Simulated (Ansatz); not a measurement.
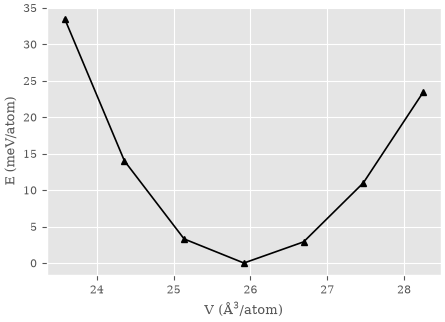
*Rb$_{2}$CuBiCl$_{6}$ in space group Fm-3m (No. 225; Rb on 8c, Cu on 4b, Bi on 4a, Cl on 24e) under volume change, plane-wave PAW LDA (Ansatz code), shape and atoms relaxed at each volume.*

Question: What does a third-order Birch–Murnaghan fit give for V₀, B₀ and B′?

Answer: V₀ = 25.91 Å³/atom, B₀ = 42.3 GPa, B′ = 5.0.

The workflow started from a Materials Project entry (that database holds measured and hypothetical structures alike); the Crystallography Open Database copy checked does not list it. Its standing as an ambient phase is unchecked. The cell was relaxed with LDA under the symmetry of its start; phonons on a q-mesh show weakly imaginary modes. The run is not spin-polarised. Scalar-relativistic: spin–orbit coupling is off unless named, which matters more the heavier the elements.

Potentials: the later of the program's two PAW sets.
